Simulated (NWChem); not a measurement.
# doublet [BHOF2]+ at 6 levels

Aim: a comparison of 6 runs (UHF/STO-3G, UHF/3-21G, UB3LYP/6-31G*, UB3LYP/def2-SVPD, UM06-2X/def2-SVPD, UPBE0/def2-SVPD) of doublet [BHOF2]+. 

The results are computed with NWChem 7.3.0.

51 further runs of the same task are left out: 51 set aside as unsound or not needed.

**1. Starting point**

[BHOF2]+: 5 atoms, total charge +1, spin state doublet. As SMILES of the parent species, `OB(F)F`. The shape is that of a PBE0-D4/def2-TZVP optimisation. That shape belongs to the parent species and isn't relaxed for this state.

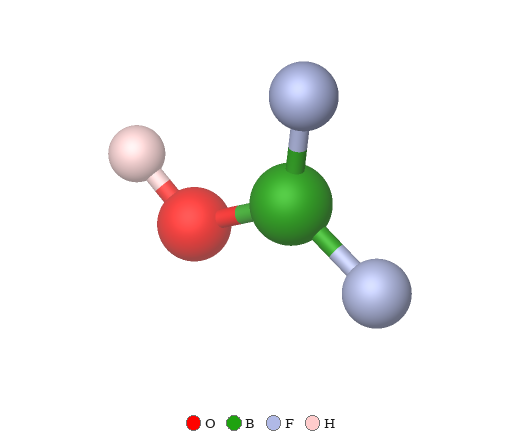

Viewed from a chosen angle; oxygen red, boron green, fluorine light blue, hydrogen pink.

**2. The energy at UHF/STO-3G (run 1)**

The input, job.nw:

```
start job
title "BF2HO energy"
memory stack 880 mb heap 220 mb global 1100 mb
charge 1

geometry noautosym nocenter noautoz
  O     0.038630    1.000750    0.174310
  B     0.105760   -0.342460    0.137210
  F     0.731030   -0.986880    1.100700
  F    -0.439530   -1.051930   -0.843330
  H    -0.435890    1.380520   -0.568880
end

basis spherical bse
  * library STO-3G
end

scf
  nopen 1
  uhf
  thresh 1e-08
  maxiter 80
  print low
end

task scf energy
```

The run is started by

```console
$ nwchem job.nw > job.out
```

The program printed:

```text
[...]
  functions       =    21
[...]
  wavefunction    = UHF
[...]
         Total SCF energy =   -294.699064006098
      One electron energy =   -625.714181653775
      Two electron energy =    218.289510765402
 Nuclear repulsion energy =    112.725606882276
                       Sz =      0.5000
                 Sz(Sz+1) =      0.7500
                      S^2 =      0.7598
[...]
```

It took 1.3 s on 1 thread of Intel Xeon 6975P-C (Granite Rapids), shared host; peak memory 0.1 GiB.

**3. The energy at UHF/3-21G (run 2)**

The input, job.nw:

```
start job
title "BF2HO"
memory 2200 mb
charge 1

geometry noautosym nocenter noautoz
 O     0.038630    1.000750    0.174310
 B     0.105760   -0.342460    0.137210
 F     0.731030   -0.986880    1.100700
 F    -0.439530   -1.051930   -0.843330
 H    -0.435890    1.380520   -0.568880
end

basis spherical bse
 * library 3-21G
end

scf
 doublet
 uhf
 thresh 1e-08
 maxiter 80
 print medium
end

task scf energy
```

The run is started by

```console
$ nwchem job.nw > job.out
```

The program printed:

```text
[...]
  functions       =    38
[...]
  wavefunction    = UHF
[...]
         Total SCF energy =   -297.116131600649
      One electron energy =   -627.008733398933
      Two electron energy =    217.166994916008
 Nuclear repulsion energy =    112.725606882276
                       Sz =      0.5000
                 Sz(Sz+1) =      0.7500
                      S^2 =      0.7548
[...]
```

It took 1.4 s on 1 thread of Intel Xeon 6975P-C (Granite Rapids), shared host; peak memory 0.1 GiB.

Runs 3 to 5 aren't shown in full; the table further down has their settings and results.

**4. A single-point energy at UPBE0/def2-SVPD (run 6)**

The input, bf2ho.nw:

```
START bf2ho
TITLE "BF2HO"
memory stack 880 mb heap 220 mb global 1100 mb
charge 1

GEOMETRY units angstrom noautosym nocenter noautoz
O      0.038630     1.000750     0.174310
B      0.105760    -0.342460     0.137210
F      0.731030    -0.986880     1.100700
F     -0.439530    -1.051930    -0.843330
H     -0.435890     1.380520    -0.568880
END

BASIS spherical bse
* library def2-SVPD
END

DFT
xc pbe0
mult 2
grid fine
convergence energy 1e-08
iterations 100
mulliken
END

TASK dft
```

The run is started by

```console
$ nwchem bf2ho.nw > bf2ho.out
```

The program printed:

```text
[...]
          Wavefunction type:  spin polarized.
          No. of atoms     :     5
          No. of electrons :    31
[...]
          Charge           :     1
          Spin multiplicity:     2
[...]
          AO basis - number of functions:    97
[...]
              XC Information
              --------------
                         PBE0 Method XC Functional
                     Hartree-Fock (Exact) Exchange  0.250
          PerdewBurkeErnzerhof Exchange Functional  0.750
            Perdew 1991 LDA Correlation Functional  1.000 local
           PerdewBurkeErnz. Correlation Functional  1.000 non-local
[...]
 d= 0,ls=0.0,diis     1   -299.2710721597 -4.12D+02  1.24D-02  6.57D-01     2.2
[...]
 d= 0,ls=0.0,diis    15   -299.5190531702 -4.57D-09  3.38D-07  3.52D-10    21.4
[...]
         Total DFT energy =     -299.519053170208
      One electron energy =     -629.192628906700
           Coulomb energy =      250.253981782827
    Exchange-Corr. energy =      -33.306012928612
 Nuclear repulsion energy =      112.725606882276
[...]
      Total Density - Mulliken Population Analysis
     ---------------------------------------------
    Atom       Charge   Shell Charges
 -----------   ------   -------------------------------------------------------
    1 O    8     7.93   1.99  1.15  0.56  0.13  2.79  1.20  0.10  0.01 -0.00
    2 B    5     3.95   1.98  0.73 -0.50  0.02  1.57 -0.17  0.29  0.03
    3 F    9     9.19   1.99  1.16  0.71  0.13  3.33  1.75  0.11  0.01  0.00
    4 F    9     9.23   1.99  1.15  0.72  0.12  3.33  1.78  0.12  0.01  0.00
    5 H    1     0.69   0.65 -0.01  0.07 -0.01
[...]
      <S2> =      0.7568 (Exact =     0.7500)
[...]
```

Wall time 22 s (1 thread of Intel Xeon 6975P-C (Granite Rapids), shared host); peak memory 0.11 GiB.

**5. The series**

```tsv
run	level	Cartesian functions	iteration cap	energy (Eh)	⟨S²⟩	wall time
1	UHF/STO-3G	no	80	-294.699064	0.760	1.3 s
2	UHF/3-21G	no	80	-297.116132	0.755	1.4 s
3	UB3LYP/6-31G* (Cartesian functions)	yes	100	-300.034779	0.756	29 s
4	UB3LYP/def2-SVPD	no	100	-299.825926	0.756	21 s
5	UM06-2X/def2-SVPD	no	100	-299.711994	0.755	28 s
6	UPBE0/def2-SVPD	no	100	-299.519053	0.757	22 s
```

**6. What came out**

```
                                 quantity          value
                      run 6: total energy  -299.51905 Eh
run 6: HOMO energy (highest over α and β)      -19.36 eV
 run 6: LUMO energy (lowest over α and β)      -16.83 eV
                              run 6: ⟨S²⟩          0.757
```

In words: Totals of different functionals can't be ranked against each other. In run 1 the basis is minimal, so the values are rough. All runs together took 1.7 min, the longest 29 s.
